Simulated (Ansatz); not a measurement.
# SiH (SMILES [SiH]) at UPBE-QIDH/def2-TZVPPD

What is the electronic atomisation energy of SiH at UPBE-QIDH/def2-TZVPPD? 

Program for the calculation: Ansatz 0.2.0.

29 further runs of the same task are left out: 1 that didn't finish, 28 set aside as unsound or not needed.

### 1 The molecule

SiH has 2 atoms, charge 0, and is taken as a doublet. As SMILES, `[SiH]`. The coordinates come from a PBE0-D4/def2-TZVP relaxation.

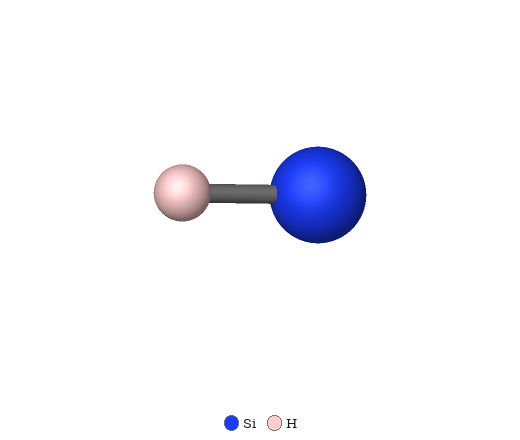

Viewed from a chosen angle; silicon blue, hydrogen pink.

### 2 The energy at UPBE-QIDH/def2-TZVPPD

The input, job.yaml:

```yaml
crystal:
  periodic: [false, false, false]
  atoms:
    - symbol: Si
      position_ang: [0.000000, 0.000000, -0.007580]
    - symbol: H
      position_ang: [-0.000000, -0.000000, 1.524140]
basis:
  gaussian:
    orbitals: def2-TZVPPD.json
magnetization:
  spin_polarized: true
  initial_magnetization: 1
hamiltonian:
  xc: {name: PBE-QIDH}
correlation:
  frozen_orbitals: {H: 0, Si: 5}
accuracy: high
output: {orbitals: {seedname: orbitals}}
```

The basis set def2-TZVPPD is read from a file made from the Basis Set Exchange's data (not shown).

The run is started by

```console
$ ansatz run job.yaml --threads 1 --pin off --max-ram 3480MiB --events-out events.jsonl --progress --plain --runs-dir runs
```

Standard output:

```text
Warning: RAYON_NUM_THREADS=1 ignored (pool sized by the plan → 1); use --threads N
Functional definition: PBE-QIDH
  name "PBE-QIDH"
  parameter a = 3^(-1/3)
  parameter c = 1/3
  exchange = (1 - a)*pbe_x + a*exact_x
  correlation = (1 - c)*pbe_c + c*(mp2_os + mp2_ss)
821 factors; integrals over basis functions are off by at most 3.9e-9 eV
mean field evaluation 1: about -7884.0334 eV, gradient 4.7e0 eV
mean field evaluation 2: about -7884.0336 eV, gradient 4.7e0 eV
mean field evaluation 4: about -7884.2988 eV, gradient 5.2e-1 eV
mean field evaluation 8: about -7884.3028 eV, gradient 2.0e-2 eV
mean field evaluation 16: about -7884.3029 eV, gradient 2.3e-5 eV
mean field evaluation 32: about -7884.1299 eV, gradient 1.4e0 eV
mean field -7884.30286114 eV, -289.7427859744 hartree, gradient 5.1e-8 eV, S^2 0.764145; 2 other end points of the search recorded, 0 dependent functions left out
5 core orbitals not correlated: weight in the atoms' cores, before any rotation towards them, 1.000 or more for the frozen orbitals, at most 0.000 for the correlated occupied ones
reference -7884.30286192 eV, -289.7427860030 hartree; 3, 2 occupied and 57, 58 virtual orbitals, 821 factors
second order -2.57524920 eV of doubles, -0.00000000 eV of singles
Total energy: -7885.16127831 eV, -289.7743322238 hartree
```

Wall time 3.3 s (1 thread of Arm Neoverse V2, shared host); peak memory 0.14 GiB.

### 3 The H atom

The input, run.yaml:

```yaml
crystal:
  periodic: [false, false, false]
  atoms:
    - {symbol: H, position_ang: [0.000000, 0.000000, 0.000000]}
basis:
  gaussian: {orbitals: def2-TZVPPD.json}
hamiltonian: {xc: {name: PBE-QIDH}}
accuracy: high
correlation: {frozen_orbitals: {H: 0}}
magnetization: {spin_polarized: true, initial_magnetization: 1}
```

The basis set def2-TZVPPD is read from a file made from the Basis Set Exchange's data (not shown).

Run the same way, it converges to -0.50179 Eh (log not shown).

### 4 The Si atom, same level

The input, in.yaml:

```yaml
crystal:
  periodic: [false, false, false]
  atoms:
    - {symbol: Si, position_ang: [0.000000, 0.000000, 0.000000]}
basis:
  gaussian: {orbitals: def2-TZVPPD.json}
magnetization: {spin_polarized: true, initial_magnetization: 2}
hamiltonian: {xc: {name: PBE-QIDH}}
accuracy: high
correlation: {frozen_orbitals: {Si: 5}}
```

The basis set def2-TZVPPD is read from a file made from the Basis Set Exchange's data (not shown).

Run the same way, it converges to -289.15976 Eh (log not shown).

### 5 Summary of results

Level: UPBE-QIDH/def2-TZVPPD, 5 core orbitals frozen.

| quantity | value |
| --- | --- |
| molecule: total energy | -289.77433 Eh |
| molecule: HOMO energy (SCF part's orbitals) (highest over α and β) | -7.19 eV |
| molecule: LUMO energy (SCF part's orbitals) (lowest over α and β) | -1.46 eV |
| molecule: ⟨S²⟩ | 0.764 |
| H atom: total energy | -0.50179 Eh |
| H atom: ⟨S²⟩ | 0.750 |
| Si atom: total energy | -289.15976 Eh |
| Si atom: ⟨S²⟩ | 2.010 |
| electronic atomisation energy | 3.069 eV |

What this shows: Taking the molecule apart into free atoms costs 3.07 eV (71 kcal/mol), before zero-point energy and without spin-orbit coupling.
